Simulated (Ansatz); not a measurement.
# Calculations on CH$_{8}$AlBOSi

## 1. Relaxation

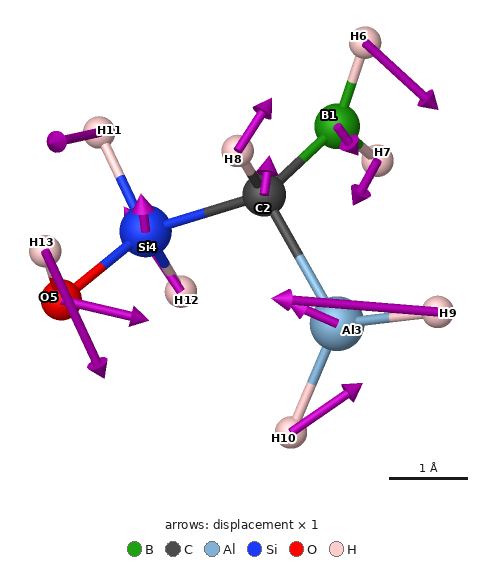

This is a relaxation of CH$_{8}$AlBOSi. The starting structure is drawn; purple arrows show the displacements, at their true length. The two geometries are superimposed by the best rigid fit.

A ball-and-stick model, seen at a tilt.

The run prepares an end point of a later path (hydrogen shift) calculation, from a guessed geometry.

Computed with Ansatz, RKS B3LYP-D4/def2-SVP. Settings: no spin polarisation; force threshold 0.02 eV/Å; at most 50 steps.

> Which element moves most?

Hydrogen: up to 2.29 Å, against 1.17 Å for oxygen.

> What happened in the run?

After 29 accepted moves (31 points after the start) the energy has fallen by 28.0 kcal/mol. Largest force component: 2 eV/Å at the start, 0.0078 eV/Å at the end. The line search rejected the trial steps at points 19, 29 of the run. The largest move after the best rigid fit is that of H9, 2.29 Å. By element the largest moves are H 2.29 Å, O 1.17 Å, Al 0.72 Å, B 0.55 Å, Si 0.54 Å, C 0.54 Å. Some distances before and after: Al3–O5 3.638 → 1.971 Å, Al3–Si4 3.160 → 2.776 Å, Si4–O5 1.656 → 1.772 Å, C2–Al3 2.003 → 2.100 Å. New bonds form, among them: Al3–O5 (3.64 → 1.97 Å). Bond angles that change, for instance: Si4–O5–H13 100.4° → 128.3°, Al3–C2–Si4 109.3° → 89.6°, C2–Si4–O5 113.4° → 94.1°. Groups turn about Si4–O5 by about 130°.

## 2. Relaxation

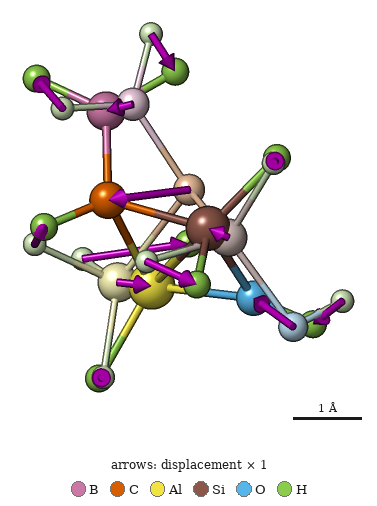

This is a relaxation of CH8AlBOSi. The starting structure is drawn faded, the final one solid; purple arrows show the displacements, at their true length. The two geometries are superimposed by the best rigid fit.

Style: ball-and-stick. Shown from a free direction.

The run prepares an end point of a later path (hydrogen shift) calculation, from a guessed geometry.

Computed with RKS B3LYP-D4/def2-SVP in Ansatz 0.2.0. Settings: no spin polarisation; force threshold 0.02 eV/Å; at most 50 steps.

> What did the optimiser do to the structure, and how much energy did it gain?

The largest move after the best rigid fit is that of an H atom, 1.64 Å. Largest moves by element: H 1.64 Å, C 1.45 Å, O 1.20 Å, Al 0.56 Å, B 0.45 Å, Si 0.35 Å. Some distances before and after: Al–O 3.638 → 1.971 Å, C–H 2.455 → 1.100 Å, Al–H 1.540 → 2.640 Å, Al–Si 3.160 → 2.776 Å. New bonds form, among them: Al–O (3.64 → 1.97 Å), C–H (2.46 → 1.10 Å). Bonds break, among them: Al–H (1.54 → 2.64 Å). Among the angles between lasting bonds that change: Si–O–H 100.4° → 128.3°, Al–C–Si 109.3° → 89.6°, C–Si–O 113.4° → 94.0°. Groups turn about O–Si by about 110°. The energy falls by 5.334 eV in 21 accepted moves (22 points after the start). The largest force component goes from 2.9 to 0.015 eV/Å. The line search rejected the trial step at point 18 of the run. The run took 110 s on 2 threads of Intel(R) Xeon(R) Platinum 8259CL CPU @ 2.50GHz (Skylake/Cascade Lake) (shared host), peak memory 0.3 GiB.

## 3. Path

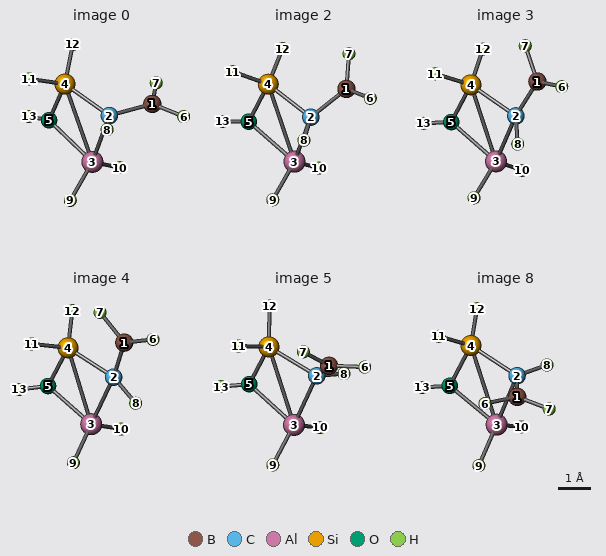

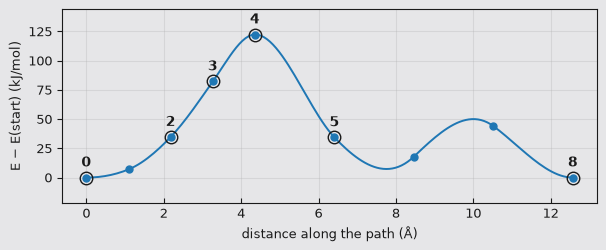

A nudged-elastic-band calculation for CH8AlBOSi. Images are numbered from 0 (start) to 8 (end). Style: ball-and-stick. Shown at a tilt.

All numbers below come from Ansatz, RKS B3LYP-D4/def2-SVP. Set-up: 7 movable images; climbing image; force threshold 0.05 eV/Å; iteration limit 55; starting path through a guess of the saddle point.

> Read off the barrier and say what moves.

The two ends have the same energy, and the highest point, image 4, lies 122.4 kJ/mol above the start. The profile has 2 maxima (images 4, 7) with a dip at image 6 (+18.0 kJ/mol), so the process runs in steps. The path has more than one stage, and so few images may leave a stage unresolved. No bond forms or breaks between the ends. Among the angles between lasting bonds that change up to the highest image: B1–C2–Al3 101.0° → 173.4°, Si4–C2–H8 116.6° → 159.0°. The band converged in 33 iterations. The largest component of the band force went from 120 to 0.044 eV/Å. The climbing image converged on the top of the path. Its vibrational analysis gives one imaginary mode (436i cm⁻¹), as a transition state must have.

The run took 16 min on 2 threads of Intel(R) Xeon(R) Platinum 8259CL CPU @ 2.50GHz (Skylake/Cascade Lake), on a shared host, peak memory 0.31 GiB.
